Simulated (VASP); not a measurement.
Band structure of Bi$_{2}$Se$_{3}$ (tetradymite). Level of theory: modified Becke-Johnson potential (mBJ), VASP's PBE PAW potentials (set 64) (plane waves; VASP).

mBJ is a potential without an energy functional, so only the levels count. Without a dispersion term in the relaxation, distances and binding between the weakly bound layers, chains or molecules are unreliable, and so is what depends on them. Unless said otherwise, spin-orbit coupling is left out, though it shifts the bands of the heavy elements here.

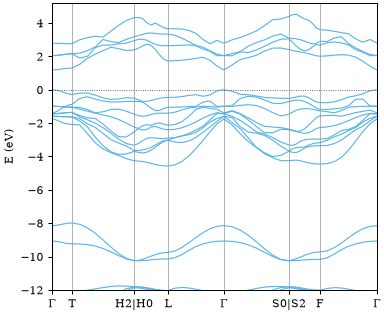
Figure: Bands along high-symmetry lines, zero at the valence-band maximum or, without a gap, the Fermi level

Task: Read the plot: is there a gap, and where are the band edges?

Result: The gap is direct, 1.19 eV, from the valence maximum at Γ to the conduction minimum at Γ.

Measured: gap 0.30 eV (computed value off by +0.89 eV), as given by Sudong Park et al., Journal of the Korean Physical Society (2016), arXiv:1610.06451.

The compound is Bi2Se3 in the tetradymite structure. It was relaxed first, which changed the volume by +9 %. The k-mesh is coarse (spacing up to 0.44 per Å, 2π included), so the numbers may not be converged in it. The cell's shape comes from a PBE relaxation.
